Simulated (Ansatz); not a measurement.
# NaLiHfN2: complex band structure, part 3 of 3

Aim: relax a made-up compound, NaLiHfN2, and see how good a tunnel barrier it would be. It is built by putting Na for part of the Li in the Li2HfN2 structure of space group P-3m1, with the volume rescaled by atomic radii. The parent structure comes from the Materials Project.

Ansatz 0.2.0; LDA DFT, plane waves, PAW files (the session's first sound run).

So far, gap on the k-mesh (eV): step 3 (the bulk crystal and its band edges) 1.35; step 5 (complex bands, plane (001)) 1.35.

The structure was built from a prototype and need not be the compound's stable phase.

### Step 6. Band edges at another level, cutoff 1197.3 eV

This step: LDA DFT, plane waves, norm-conserving files (Ansatz 0.2.0).

The edges again with norm-conserving files, at the same atoms. Against that run the cutoff is 1197 eV against 420.

The input, input.yaml:

```yaml
crystal:
  lattice:
    - [3.2403698411, 0.0, 0.0]
    - [-1.6201849205, 2.8062426, 0.0]
    - [0.0, 0.0, 6.3955696445]
  atoms:
    - { symbol: Li, position: [0.6666666667, 0.3333333333, 0.3128277902] }
    - { symbol: Na, position: [0.3333333333, 0.6666666667, 0.6200984836] }
    - { symbol: Hf, position: [0.0, 0.0, 0.0106195546] }
    - { symbol: "N", position: [0.6666666667, 0.3333333333, 0.8445125247] }
    - { symbol: "N", position: [0.3333333333, 0.6666666667, 0.2119416469] }
kpoints:
  mp_grid: { grid: [8, 8, 4] }
  band_path: { path: [VBM, CBM], npoints: 30 }
scf:
  occupations: { method: fixed }
hamiltonian:
  xc: lda
  pseudopotentials: { kind: nc }
output:
  eigenvalues: true
```

Started as:

```bash
$ ansatz run input.yaml --threads 2 --pin off --max-ram 4096MiB --backend cpu --events-out ev --progress --plain --runs-dir out
```

Output:

```text
[...]
Crystal: 5 atoms, lattice volume = 58.157 Å³
Basis set: ecut = 1197.300995 eV, 5455 PW (Γ)
Bands: 22, of which v1, the nominal top of the filled ones, is band 17 counted from 1 (16 counted from 0)
Symmetry: 6 space group operations
[...]
k-points: 35 of 256 (time reversal used)
[...]
SCF iter   1: F=—  HF=-3541.456455 eV  |F-HF|=—  |Δ(HF+E_count)|=         —  Δρ=7.26e-2  dr2=3.23e0  ethr=3.10e-3  ⟨swp⟩=6.1  Hψ=3270  notcnv=0  defer=102
[...]
SCF iter   9: F=-3540.516473 eV  HF=-3540.516473 eV  |F-HF|=1.31e-9  |Δ(HF+E_count)|=   1.28e-7  Δρ=7.60e-6  dr2=3.45e-8  ethr=2.94e-10  ⟨swp⟩=11.2  Hψ=4094  notcnv=0
SCF 1 converged in 9 iterations: F = -3540.516473 eV  dr2 = 3.45e-8
[...]
SCF converged after 9 iterations
Free energy (F): -3540.516473 eV
[...]
Internal energy: -3540.516473 eV  (E = F + TS)
E sigma→0 (E₀):  -3540.516473 eV
Fermi energy:    9.028708 eV
[...]
--- Band table (eV; the first three rows and the last of 35) ---
  k-point 0: bands = [... 13 lower, 6.1662, 8.1490, 9.0287, 9.0287, 10.4254, 12.5802, 12.5802, 13.4310, ... 1 higher]
  k-point 1: bands = [... 13 lower, 6.1658, 7.3255, 9.0277, 9.0277, 11.2478, 12.5718, 12.5718, 13.4451, ... 1 higher]
  k-point 2: bands = [... 13 lower, 6.1654, 6.5659, 9.0267, 9.0267, 11.9362, 12.5635, 12.5635, 13.4564, ... 1 higher]
  k-point 34: bands = [... 13 lower, 6.0863, 6.9001, 7.2623, 7.7302, 12.4218, 13.0620, 13.8891, 14.4328, ... 1 higher]
```

It took 27 s on 2 threads of Arm Neoverse V2, shared host; peak memory 0.41 GiB; 54 s of CPU time.

Numbers from this step:

* free energy: -3540.5165 eV
* Fermi energy: 9.029 eV
* gap on the k-mesh: 1.397 eV
* gap on path: 1.397 eV, by band count; negative where bands overlap
* direct gap on path: 1.397 eV

Levels at VBM (eV): -4.84, -2.86, -2.86, -0.88, 0.00, 0.00, 1.40, 3.55, 3.55, 4.40, 7.67.

The searched edges give 1.40 eV, as on the mesh.

Between step 3 and this run (LDA norm-conserving and cutoff 1197.3 eV) the value for the gap on the k-mesh moves from 1.35 eV to 1.40 eV.

### Step 7. Complex bands at another level, cutoff 1197.3 eV

This step: LDA DFT, plane waves, norm-conserving files; complex bands by layer matching along the plane's normal (Ansatz 0.2.0).

The complex bands at that level, over its own gap, at (0, 0) and (0.5, 0).

The input, input.yaml:

```yaml
crystal:
  lattice:
    - [3.240369841, 0.0, 0.0]
    - [0.0, 6.395569645, 0.0]
    - [1.620184921, 0.0, 2.8062426]
  atoms:
    - { symbol: Li, position: [0.6666666667, 0.3128277902, 0.6666666667] }
    - { symbol: Na, position: [0.3333333333, 0.6200984836, 0.3333333333] }
    - { symbol: Hf, position: [0.0, 0.0106195546, 0.0] }
    - { symbol: "N", position: [0.6666666667, 0.8445125247, 0.6666666667] }
    - { symbol: "N", position: [0.3333333333, 0.2119416469, 0.3333333333] }
kpoints:
  mp_grid: { grid: [8, 4, 8] }
scf:
  occupations: { method: fixed }
hamiltonian:
  xc: lda
  pseudopotentials: { kind: nc }
output:
  eigenvalues: true
  transmission:
    leads: [[0, 0]]
    kpoints: [[0.0, 0.0], [0.5, 0.0]]
    e_range: [-1.0, 2.4]
    de: 0.08
```

Output:

```text
[...]
Crystal: 5 atoms, lattice volume = 58.157 Å³
Basis set: ecut = 1197.300995 eV, 5455 PW (Γ)
Bands: 22, of which v1, the nominal top of the filled ones, is band 17 counted from 1 (16 counted from 0)
Symmetry: 6 space group operations
[...]
k-points: 35 of 256 (time reversal used)
[...]
SCF iter   1: F=—  HF=-3541.456537 eV  |F-HF|=—  |Δ(HF+E_count)|=         —  Δρ=7.26e-2  dr2=3.23e0  ethr=3.10e-3  ⟨swp⟩=6.0  Hψ=3310  notcnv=0  defer=102
[...]
SCF iter   9: F=-3540.516473 eV  HF=-3540.516473 eV  |F-HF|=5.09e-9  |Δ(HF+E_count)|=   1.05e-7  Δρ=8.70e-6  dr2=3.93e-8  ethr=2.94e-10  ⟨swp⟩=11.2  Hψ=4086  notcnv=0
SCF 1 converged in 9 iterations: F = -3540.516473 eV  dr2 = 3.93e-8
transmission: 6 of 12 steps passed
transmission: 12 of 12 steps passed
SCF converged after 9 iterations
Free energy (F): -3540.516473 eV
[...]
Internal energy: -3540.516473 eV  (E = F + TS)
E sigma→0 (E₀):  -3540.516473 eV
Fermi energy:    9.028670 eV
[...]
--- Band table (eV; the first three rows and the last of 35) ---
  k-point 0: bands = [... 13 lower, 6.1662, 8.1490, 9.0287, 9.0287, 10.4254, 12.5802, 12.5802, 13.4310, ... 1 higher]
  k-point 1: bands = [... 13 lower, 6.3133, 8.0395, 8.4680, 8.6654, 10.7828, 12.3641, 13.0779, 13.7929, ... 1 higher]
  k-point 2: bands = [... 13 lower, 6.5117, 6.5618, 8.1657, 8.5982, 11.4950, 11.8595, 13.9909, 14.2461, ... 1 higher]
  k-point 34: bands = [... 13 lower, 6.0863, 6.9001, 7.2623, 7.7301, 12.4218, 13.0620, 13.8891, 14.4327, ... 1 higher]
--- Transmission ---
  basis      : 523 plane waves across, 6 finite elements along
  points     : 2, as listed
[...]
channels       : 0.000000e0 a spin
[...]
slowest decay  : 0.1752 /Å at (0.0000, 0.0000)
```

Wall time 3.3 min (2 threads); peak memory 1.9 GiB.

This step gave:

- level to which the leads are filled: 0.6984 eV from the Fermi level
- decay constant at the filling level, zone centre: 0.1752 Å⁻¹
- decay constant at the filling level, slowest listed point: 0.1752 Å⁻¹

K parallel (0, 0); values up to 1.5 1/Å, a degenerate pair printed once or twice; energies at which all values exceed this have no row. The Im kz of the slowest decaying states by energy, zero at the highest filled level on the SCF mesh:

```
energy (eV)  decay 1 (Å⁻¹)  decay 2 (Å⁻¹)  decay 3 (Å⁻¹)  decay 4 (Å⁻¹)
    -1.0000          0.136          0.140          0.293          0.807
    -0.7600          0.277          0.325          0.767           1.01
    -0.5200          0.348          0.452          0.724          0.988
    -0.2800          0.151          0.366          0.564          0.679
    -0.0400          0.249          0.378          0.633          0.663
     0.2800          0.125          0.204          0.323          0.389
     0.5200          0.161          0.261          0.362          0.393
     0.7600          0.180          0.297          0.392          0.393
     1.0000          0.181          0.321          0.387          0.410
     1.2400          0.141          0.335          0.360          0.376
     1.4800          0.328          0.343          0.357          0.465
     1.7200          0.315          0.322          0.344          0.508
     1.9600          0.255          0.310          0.340          0.505
     2.2800          0.304          0.326          0.475          0.554
```

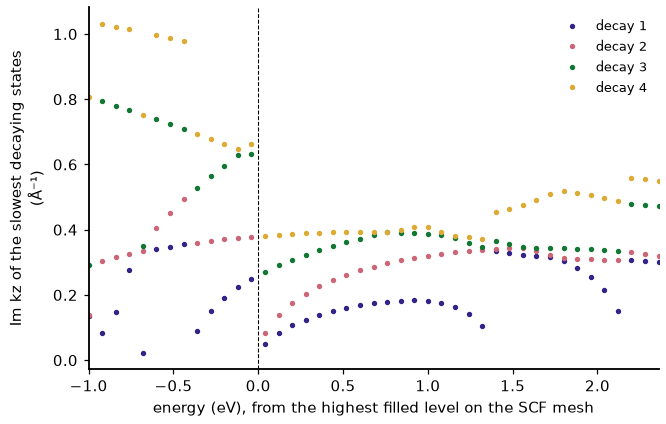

Im kz of the slowest decaying states, plotted against energy.

K parallel (0, 0). Re kz of states that move upwards against energy, zero at the highest filled level on the SCF mesh:

```
energy (eV)  channel 1 (Å⁻¹)  channel 2 (Å⁻¹)  channel 3 (Å⁻¹)  channel 4 (Å⁻¹)
    -1.0000           -0.866           -0.282                -                -
    -0.7600           -0.760           -0.483           -0.232            0.161
    -0.5200           -0.636           -0.355           -0.197            0.312
    -0.2800           -0.239           -0.138                -                -
    -0.0400          -0.0840          -0.0499                -                -
     0.2800                -                -                -                -
     0.5200                -                -                -                -
     0.7600                -                -                -                -
     1.0000                -                -                -                -
     1.2400                -                -                -                -
     1.4800            0.121                -                -                -
     1.7200            0.263                -                -                -
     1.9600            0.370                -                -                -
     2.2800           -0.916            0.491                -                -
```

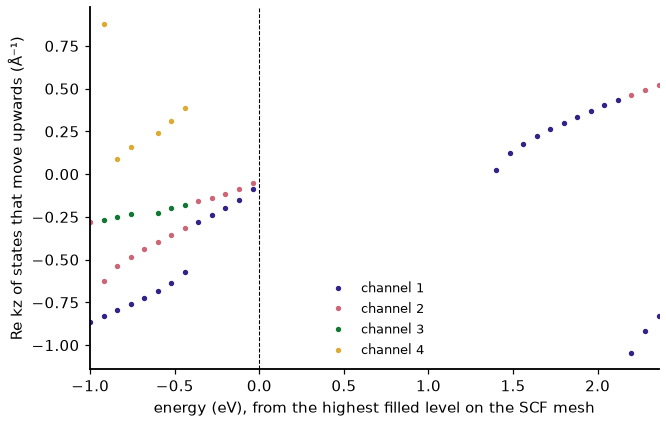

Re kz of states that move upwards against energy.

K parallel (0.5, 0); values up to 1.5 1/Å, a degenerate pair printed once or twice; energies at which all values exceed this have no row. Table of Im kz of the slowest decaying states by energy, zero at the highest filled level on the SCF mesh:

```
energy (eV)  decay 1 (Å⁻¹)  decay 2 (Å⁻¹)  decay 3 (Å⁻¹)  decay 4 (Å⁻¹)
     -1.000          0.570           1.07           1.10           1.42
     -0.520          0.197          0.467          0.747          0.975
     -0.040          0.262          0.570          0.859           1.22
      0.520          0.288          0.620          0.832           1.22
      1.000          0.281          0.624          0.806           1.24
      1.480          0.245          0.607          0.779           1.26
      1.960          0.153          0.575          0.751           1.33
```

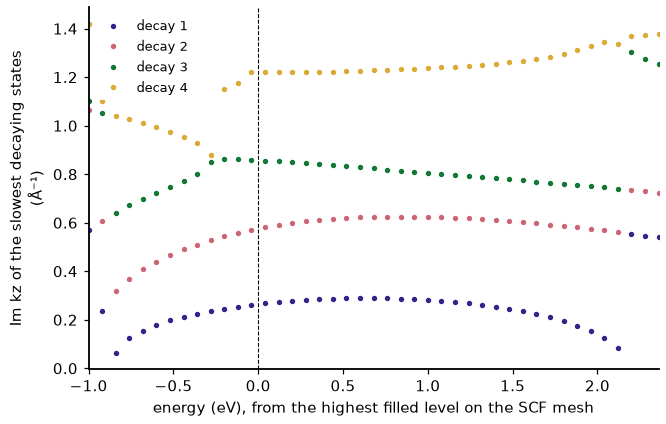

Im kz of the slowest decaying states against energy.

At the listed wavevectors the last open channel is at -0.04 eV and the next at +1.40 eV on the grid. At +0.68 eV, the grid energy nearest the filling level (the middle of the gap on the SCF mesh), the slowest state at the listed wavevectors decays with κ = 0.175 Å⁻¹, its amplitude falling by e over 5.7 Å; the first such run, plane (100), gave 0.173 Å⁻¹.

### Step 8. What came out

- band gap: 1.35 eV
- least decay constant at mid-gap, normal to (100): 0.173 Å⁻¹
- least decay constant at mid-gap, normal to (001): 0.145 Å⁻¹
- least decay constant, norm-conserving files: 0.175 Å⁻¹

In words: With LDA, the slowest decay at the wavevectors tried is κ = 0.145 Å⁻¹, normal to (001). Through such a film the transmission near mid-gap falls as exp(−2κd), a factor of ten every 7.9 Å. The decay depends on direction: 1.2 times faster normal to (100). A free electron under a barrier of half the gap would need a mass of 0.12 mₑ to decay at this rate. With norm-conserving files the gap goes from 1.35 to 1.40 eV and the decay constant, over the first 2 listed wavevectors, from 0.173 to 0.175 Å⁻¹. The compound is made up by substitution; its stability against other phases and against distortions of the cell's symmetry was not tested. A semilocal functional narrows gaps, so real decay constants are likely larger.

[Logs are printed without paths, hosts, clocks, repeated set-up lines and the standing remarks that a program may print on its own settings, such as how far it seeks lower states.]

[Hosts, paths, dates, database ids (printed as entryN), source tags and the programs' standing remarks are cut or masked in the printed files.]

[New means built here by substitution; the compound itself may be known and measured.]
